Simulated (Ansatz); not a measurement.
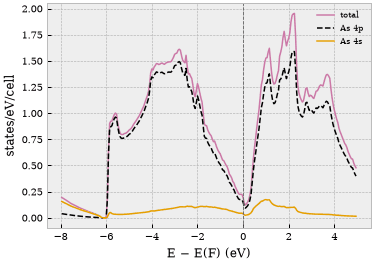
Figure: Total and projected density of states of As (A7 (α-As type), R-3m), the program Ansatz at the PBE level (PAW)

Problem. Which orbitals carry the states next to the Fermi level?

Solution. Within 0.5 eV of the Fermi level: As 4p 79 %, As 4s 17 %. Projections are on Löwdin-orthogonalised atomic valence shells; empty p or d shells of many metals are not among them.

Problem. Where is the tallest occupied peak in this window, and what makes it?

Solution. Near -2.8 eV, about 1.6 states/eV per cell; the largest projected share is As 4p.

The cell was relaxed with PBE under the symmetry of its start. Spin–orbit coupling is left out wherever it is not named.

Potentials: the earlier of the program's two PAW sets.
